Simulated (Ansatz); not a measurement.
## Geometry relaxation, with input and output: CH9AlSi (part 1 of 2)

The run: geometry relaxation of CH9AlSi. Method and program: RKS PBE0-D4/6-31G* (Ansatz 0.2.0).

The input holds or restrains some coordinates. Forces given for the steps count only the free coordinates. It belongs to a series of runs on one base structure; here: pulled along the bonds that form and break, towards end A. Figures and captions count atoms from 1; the log counts them from 0 in places.

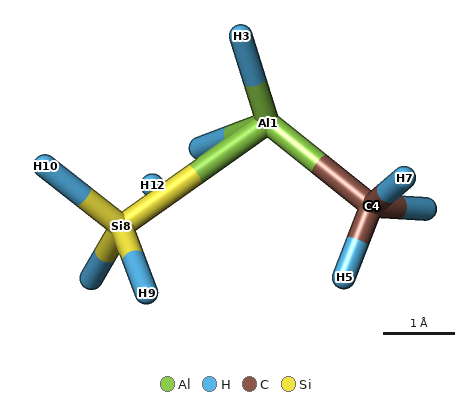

The starting structure (stick view, seen at a tilt; atoms are numbered from 1 in the order of the input). Sticks mark near contacts. Bond lengths as drawn: Al–C 1.97 Å, Al–H 1.56 to 1.91 Å, Al–Si 2.62 Å, C–H 1.11 Å and H–Si 1.46 Å.

**The input**
```yaml
crystal:
  periodic: [false, false, false]
  atoms:
    - { symbol: Al, position_ang: [0.0, 0.0, 0.0] }
    - { symbol: H, position_ang: [0.0, 0.0, 1.91] }
    - { symbol: H, position_ang: [1.351, 0.0, -0.78] }
    - { symbol: C, position_ang: [-1.706, 0.0, -0.985] }
    - { symbol: H, position_ang: [-2.2662, -0.9305, -0.7558] }
    - { symbol: H, position_ang: [-2.3102, 0.8797, -0.6796] }
    - { symbol: H, position_ang: [-1.5043, 0.0508, -2.0753] }
    - { symbol: Si, position_ang: [0.1095, -2.4839, 0.8261] }
    - { symbol: H, position_ang: [-0.6805, -3.3291, -0.0645] }
    - { symbol: H, position_ang: [1.4971, -2.9379, 0.8228] }
    - { symbol: H, position_ang: [-0.427, -2.571, 2.1812] }
    - { symbol: H, position_ang: [0.0428, -0.9718, 1.9763] }
basis:
  gaussian: { orbitals: "6-31G*" }
hamiltonian:
  xc: pbe0
  dispersion: d4
relax:
  f_tol: 0.15
  max_steps: 25
  restrain:
    - { distance: [0, 7], at: 3.52, k: 30.0 }
    - { distance: [11, 1], at: 1.86, k: 30.0 }
    - { distance: [0, 1], at: 1.56, k: 30.0 }
    - { distance: [11, 7], at: 1.46, k: 30.0 }
output:
  orbitals: {}
```

Launch command:
```bash
ansatz run input.yaml --threads 1 --pin off --max-ram 2048MiB --backend cpu --events-out ev --progress --plain --runs-dir out
```

**Log**
```
The last accepted step is kept in [file] (removed where the run ends without a failure and the disk answers)
Engine: ansatz 0.2.0, aarch64-unknown-linux-gnu
Functional definition: PBE0
  parameter a = 0.25
  parameter kappa = 0.804
  parameter beta = 0.06672455060314922
  exchange = (1 - a)*pbe_x(kappa = kappa, mu = beta*pi^2/3) + a*exact_x
  correlation = pbe_c(beta = beta)
816 factors; integrals over basis functions are off by at most 7.0e-4 eV
mean field evaluation 1: about -15641.3309 eV, gradient 4.1e1 eV
mean field evaluation 2: about -15637.2805 eV, gradient 5.2e1 eV
mean field evaluation 4: about -15645.8236 eV, gradient 1.3e0 eV
mean field evaluation 8: about -15645.8408 eV, gradient 2.5e-2 eV
mean field -15645.84083020 eV, -574.9740453781 hartree, gradient 5.2e-5 eV, S^2 0.000000; 0 other end points of the search recorded, 0 dependent functions left out
the calculation of the forces begins
reference -15645.84086377 eV, -574.9740466115 hartree; 21, 21 occupied and 50, 50 virtual orbitals, 816 factors
relax step   1: F+E_penalty+E_count = -15646.03924820 eV  Δ(F+E_penalty+E_count) = +0.000e0 eV  max|allowed force component| = 2.311e0 eV/Å  E_restraint = 28.65438810 eV  max|allowed force component, restraints' pulls added| = 3.478e1 eV/Å  Δτ_max = 0.0000 Å  (23 SCF iters, accepted)
  distance Al 0 - Si 7 = 2.6200 Å
  distance H 11 - H 1 = 0.9750 Å
  distance Al 0 - H 1 = 1.9100 Å
  distance H 11 - Si 7 = 1.9010 Å
these checks for a lower state are left out or cut short: starts, cluster_reference, orbital_swaps, neighbouring_geometries, increment
816 factors; integrals over basis functions are off by at most 6.9e-4 eV
mean field evaluation 16: about -15644.3537 eV, gradient 1.1e1 eV
mean field -15645.41712665 eV, -574.9584745599 hartree, gradient 6.2e-5 eV, S^2 0.000000; 0 other end points of the search recorded, 0 dependent functions left out
the calculation of the forces begins
reference -15645.41716069 eV, -574.9584758106 hartree; 21, 21 occupied and 50, 50 virtual orbitals, 816 factors
relax step   2: F+E_penalty+E_count = -15645.60185473 eV  Δ(F+E_penalty+E_count) = +4.374e-1 eV  max|allowed force component| = 2.746e0 eV/Å  E_restraint = 12.67227721 eV  max|allowed force component, restraints' pulls added| = 2.255e1 eV/Å  Δτ_max = 0.1999 Å  (29 SCF iters, accepted)
  distance Al 0 - Si 7 = 2.8875 Å
  distance H 11 - H 1 = 1.3127 Å
  distance Al 0 - H 1 = 1.8102 Å
  distance H 11 - Si 7 = 1.7474 Å
these checks for a lower state are left out or cut short: starts, cluster_reference, orbital_swaps, neighbouring_geometries, increment
816 factors; integrals over basis functions are off by at most 6.8e-4 eV
mean field -15645.70885247 eV, -574.9691952860 hartree, gradient 2.0e-5 eV, S^2 0.000000; 0 other end points of the search recorded, 0 dependent functions left out
the calculation of the forces begins
reference -15645.70888728 eV, -574.9691965650 hartree; 21, 21 occupied and 50, 50 virtual orbitals, 816 factors
relax step   3: F+E_penalty+E_count = -15645.88687032 eV  Δ(F+E_penalty+E_count) = -2.850e-1 eV  max|allowed force component| = 2.686e0 eV/Å  E_restraint = 3.12429684 eV  max|allowed force component, restraints' pulls added| = 8.811e0 eV/Å  Δτ_max = 0.1990 Å  (28 SCF iters, accepted)
  distance Al 0 - Si 7 = 3.1563 Å
  distance H 11 - H 1 = 1.6473 Å
  distance Al 0 - H 1 = 1.6779 Å
  distance H 11 - Si 7 = 1.5899 Å
these checks for a lower state are left out or cut short: starts, cluster_reference, orbital_swaps, neighbouring_geometries, increment
816 factors; integrals over basis functions are off by at most 7.5e-4 eV
mean field evaluation 32: about -15646.5690 eV, gradient 5.5e-4 eV
mean field -15646.56903585 eV, -575.0008064422 hartree, gradient 1.0e-5 eV, S^2 0.000000; 0 other end points of the search recorded, 0 dependent functions left out
the calculation of the forces begins
reference -15646.56907138 eV, -575.0008077477 hartree; 21, 21 occupied and 50, 50 virtual orbitals, 816 factors
relax step   4: F+E_penalty+E_count = -15646.74239380 eV  Δ(F+E_penalty+E_count) = -8.555e-1 eV  max|allowed force component| = 2.087e0 eV/Å  E_restraint = 0.27767445 eV  max|allowed force component, restraints' pulls added| = 2.526e0 eV/Å  Δτ_max = 0.1949 Å  (25 SCF iters, accepted)
  distance Al 0 - Si 7 = 3.4003 Å
  distance H 11 - H 1 = 1.8424 Å
  distance Al 0 - H 1 = 1.5875 Å
  distance H 11 - Si 7 = 1.5159 Å
these checks for a lower state are left out or cut short: starts, cluster_reference, orbital_swaps, neighbouring_geometries, increment
816 factors; integrals over basis functions are off by at most 7.9e-4 eV
mean field -15647.41651031 eV, -575.0319505539 hartree, gradient 1.1e-5 eV, S^2 0.000000; 0 other end points of the search recorded, 0 dependent functions left out
the calculation of the forces begins
reference -15647.41654597 eV, -575.0319518646 hartree; 21, 21 occupied and 50, 50 virtual orbitals, 816 factors
relax step   5: F+E_penalty+E_count = -15647.58768680 eV  Δ(F+E_penalty+E_count) = -8.453e-1 eV  max|allowed force component| = 1.652e0 eV/Å  E_restraint = 0.11359342 eV  max|allowed force component, restraints' pulls added| = 1.560e0 eV/Å  Δτ_max = 0.1949 Å  (25 SCF iters, accepted)
  distance Al 0 - Si 7 = 3.4554 Å
  distance H 11 - H 1 = 1.8740 Å
  distance Al 0 - H 1 = 1.5809 Å
  distance H 11 - Si 7 = 1.5125 Å
these checks for a lower state are left out or cut short: starts, cluster_reference, orbital_swaps, neighbouring_geometries, increment
816 factors; integrals over basis functions are off by at most 7.8e-4 eV
mean field -15647.90299714 eV, -575.0498286154 hartree, gradient 7.8e-5 eV, S^2 0.000000; 0 other end points of the search recorded, 0 dependent functions left out
the calculation of the forces begins
reference -15647.90303291 eV, -575.0498299299 hartree; 21, 21 occupied and 50, 50 virtual orbitals, 816 factors
relax step   6: F+E_penalty+E_count = -15648.07066008 eV  Δ(F+E_penalty+E_count) = -4.830e-1 eV  max|allowed force component| = 9.732e-1 eV/Å  E_restraint = 0.06436271 eV  max|allowed force component, restraints' pulls added| = 8.531e-1 eV/Å  Δτ_max = 0.2000 Å  (22 SCF iters, accepted)
  distance Al 0 - Si 7 = 3.4740 Å
  distance H 11 - H 1 = 1.8794 Å
  distance Al 0 - H 1 = 1.5766 Å
  distance H 11 - Si 7 = 1.4991 Å
these checks for a lower state are left out or cut short: starts, cluster_reference, orbital_swaps, neighbouring_geometries, increment
816 factors; integrals over basis functions are off by at most 7.6e-4 eV
mean field -15648.08582791 eV, -575.0565475223 hartree, gradient 2.5e-5 eV, S^2 0.000000; 0 other end points of the search recorded, 0 dependent functions left out
the calculation of the forces begins
reference -15648.08586381 eV, -575.0565488413 hartree; 21, 21 occupied and 50, 50 virtual orbitals, 816 factors
relax step   7: F+E_penalty+E_count = -15648.24888705 eV  Δ(F+E_penalty+E_count) = -1.782e-1 eV  max|allowed force component| = 6.523e-1 eV/Å  E_restraint = 0.03112400 eV  max|allowed force component, restraints' pulls added| = 3.762e-1 eV/Å  Δτ_max = 0.2000 Å  (24 SCF iters, accepted)
  distance Al 0 - Si 7 = 3.5014 Å
  distance H 11 - H 1 = 1.8852 Å
  distance Al 0 - H 1 = 1.5702 Å
  distance H 11 - Si 7 = 1.4915 Å
these checks for a lower state are left out or cut short: starts, cluster_reference, orbital_swaps, neighbouring_geometries, increment
816 factors; integrals over basis functions are off by at most 7.6e-4 eV
mean field -15648.08754575 eV, -575.0566106516 hartree, gradient 5.4e-5 eV, S^2 0.000000; 0 other end points of the search recorded, 0 dependent functions left out
the calculation of the forces begins
reference -15648.08758159 eV, -575.0566119688 hartree; 21, 21 occupied and 50, 50 virtual orbitals, 816 factors
relax step   8: F+E_penalty+E_count = -15648.24997399 eV  Δ(F+E_penalty+E_count) = -1.087e-3 eV  max|allowed force component| = 6.667e-1 eV/Å  E_restraint = 0.01727071 eV  max|allowed force component, restraints' pulls added| = 9.629e-2 eV/Å  Δτ_max = 0.0568 Å  (21 SCF iters, accepted)
  distance Al 0 - Si 7 = 3.5139 Å
  distance H 11 - H 1 = 1.8824 Å
  distance Al 0 - H 1 = 1.5670 Å
  distance H 11 - Si 7 = 1.4837 Å
816 factors; integrals over basis functions are off by at most 7.6e-4 eV
mean field evaluation 64: about -15648.0486 eV, gradient 2.8e0 eV
```

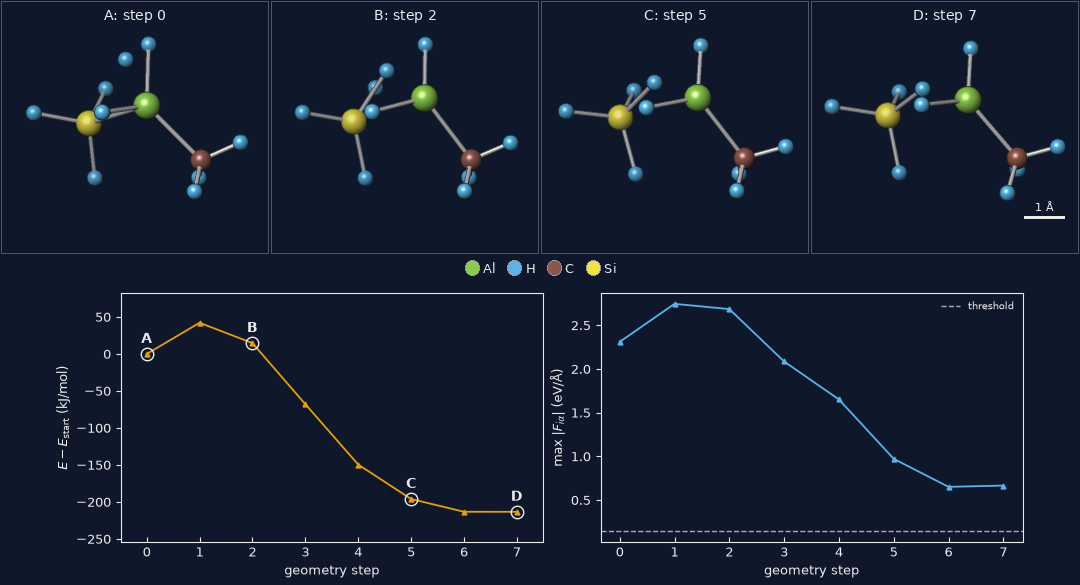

Frames of the restrained relaxation (ball-and-stick view, seen at a tilt) above the curves, on which the letters mark them (the first geometry is step 0 here and step 1 in the log).

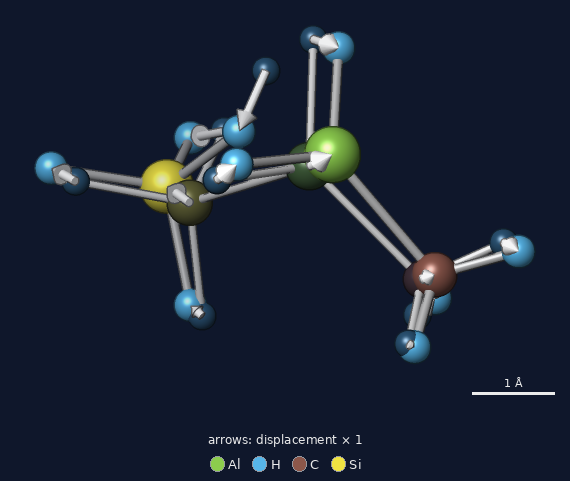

Start (faint) and end (solid) with the displacements as white arrows, at true length (ball-and-stick view, seen at a tilt). The two geometries are laid on each other by the best rigid fit. The atom that moves furthest after the best rigid fit is H12 (0.84 Å). Largest moves by element: H 0.84 Å, Si 0.58 Å, Al 0.41 Å, C 0.21 Å. Among the contacts that change: Al1–Si8 2.620 → 3.514 Å, Si8–H12 1.901 → 1.484 Å, Al1–H2 1.910 → 1.567 Å, Al1–H3 1.560 → 1.598 Å. New bonds form: Si8–H12 (1.90 → 1.48 Å). Bonds break: Al1–Si8 (2.62 → 3.51 Å). Among the angles that change: H5–C4–H6 109.4° → 106.3°, Al1–C4–H7 109.5° → 112.3°, Al1–C4–H6 109.5° → 111.8°. The energy falls by 213.3 kJ/mol in 7 geometry steps. Largest force component: 2.3 eV/Å at the start, 0.67 eV/Å at the end. (Atoms are counted from 1 in the order of the input.)
